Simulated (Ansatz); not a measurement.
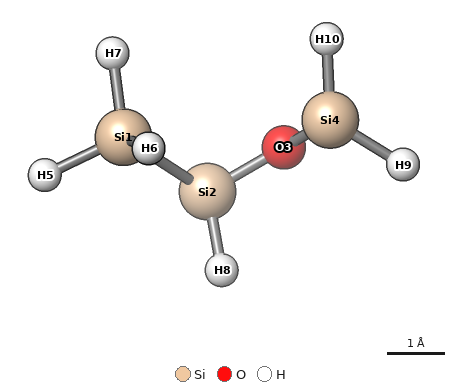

Si3H6O (coarse preliminary run), before the relaxation. A ball-and-stick model, seen at a tilt.

The start comes from a force field.

Theory: Ansatz 0.2.0, RKS PBE-D4/def2-SVP.

The input:
```yaml
crystal:
  periodic: [false, false, false]
  atoms:
    - {symbol: Si, position_ang: [-1.220500, 0.776400, -0.955500]}
    - {symbol: Si, position_ang: [-0.387500, -1.321400, -0.406400]}
    - {symbol: O, position_ang: [1.074800, -1.200400, 0.084600]}
    - {symbol: Si, position_ang: [1.629600, -0.093000, 1.146100]}
    - {symbol: H, position_ang: [-2.608900, 0.632900, -1.602200]}
    - {symbol: H, position_ang: [-1.402100, 1.667700, 0.259700]}
    - {symbol: H, position_ang: [-0.347300, 1.503800, -1.937500]}
    - {symbol: H, position_ang: [-1.201700, -1.886700, 0.657500]}
    - {symbol: H, position_ang: [2.046700, -0.888800, 2.344400]}
    - {symbol: H, position_ang: [2.499900, 0.758400, 0.412200]}
basis:
  gaussian: {orbitals: def2-SVP}
hamiltonian: {xc: pbe, dispersion: d4}
relax: {f_tol: 0.03, max_steps: 200}
```

**Where does the relaxation end?**

Over 15 accepted moves (16 points after the start) the energy falls by 2.761 eV. The largest force component goes from 6.3 to 0.03 eV/Å. The line search rejected the trial step at point 9 of the run. The forces were under the threshold at step 11, but the run went on from there. H6 moves most after the best rigid fit: 1.16 Å. By element the largest moves are H 1.16 Å, Si 1.11 Å, O 0.39 Å. Some distances before and after: Si2–Si4 2.826 → 2.230 Å, Si2–O3 1.547 → 1.755 Å, O3–Si4 1.631 → 1.734 Å, Si4–H10 1.422 → 1.503 Å. New bonds form: Si2–Si4 (2.83 → 2.23 Å). Among the angles between lasting bonds that change: Si2–O3–Si4 125.5° → 79.5°, H9–Si4–H10 124.1° → 111.1°, O3–Si4–H9 104.8° → 114.1°. The run took of the order of 110 core-seconds on a shared host.

Final geometry:

```xyz
10

Si   -1.4097    0.9100   -0.9908
Si   -0.3531   -0.6142    0.4429
O     1.0633   -1.3656   -0.2713
Si    1.7980   -0.4585    1.0112
H    -2.0740    0.2053   -2.1464
H    -2.4573    1.6782   -0.2249
H    -0.3803    1.8710   -1.5239
H    -1.2771   -1.6092    1.0978
H     2.4582   -1.3062    2.0613
H     2.7149    0.6380    0.5470
```

After the run, drawn alike:

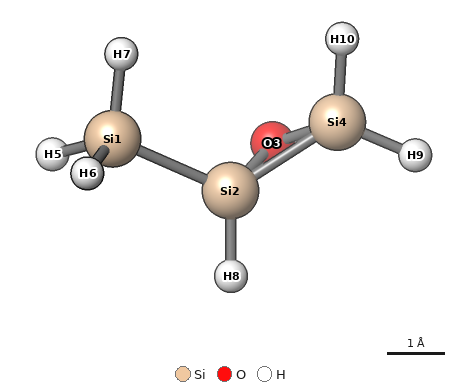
